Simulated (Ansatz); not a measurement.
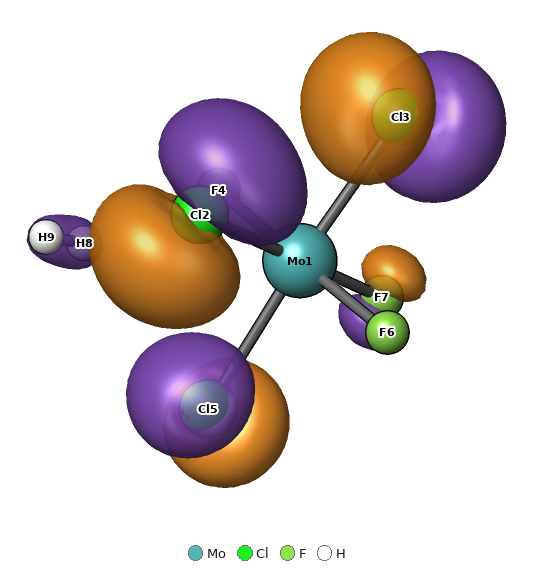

*Cl₃F₃Mo···H₂. The HOMO at ±0.1 Å⁻³ᐟ² (orange and purple are the two phases), seen at an oblique angle.*

Core potentials replace the inner electrons of Mo; not at a stationary point (largest force 1.9 eV/Å).

These are results of RKS revPBE/def2-SVP (Ansatz 0.2.0), not measurements.

Input

```
crystal:
  periodic: [false, false, false]
  atoms:
    - { symbol: Mo, position_ang: [0.0, 0.0, 0.0] }
    - { symbol: Cl, position_ang: [0.0, 0.0, 2.66] }
    - { symbol: Cl, position_ang: [2.31, 0.0, 0.0] }
    - { symbol: F, position_ang: [0.0, 1.77, 0.0] }
    - { symbol: Cl, position_ang: [-2.31, 0.0, 0.0] }
    - { symbol: F, position_ang: [0.0, -1.77, 0.0] }
    - { symbol: F, position_ang: [0.0, 0.0, -1.77] }
    - { symbol: H, position_ang: [-1.383, 1.2152, 0.6117] }
    - { symbol: H, position_ang: [-1.169, 1.0272, 1.6003] }
basis:
  gaussian: { orbitals: def2-SVP }
hamiltonian:
  xc: revpbe
relax:
  f_tol: 0.15
  max_steps: 25
  restrain:
    - { distance: [0, 7], at: 2.84, k: 30.0 }
    - { distance: [8, 1], at: 2.57, k: 30.0 }
    - { distance: [0, 1], at: 2.31, k: 30.0 }
    - { distance: [8, 7], at: 0.66, k: 30.0 }
output:
  orbitals: {}
```

Launched as:

```sh
ansatz run input.yaml --threads 4 --pin off --max-ram 5120MiB --backend cpu --events-out ev --progress --plain --runs-dir out
```

The fields are those of the run's last geometry, not of the input's.

Question: Where does this orbital lie, and at what energy?

Answer: Its weight (Hirshfeld) is mainly on Cl2 (about 45 %), Cl3 (about 30 %) and Cl5 (about 15 %); largely a combination of lone pairs on Cl2, Cl3 and Cl5. Its energy is −8.26 eV.
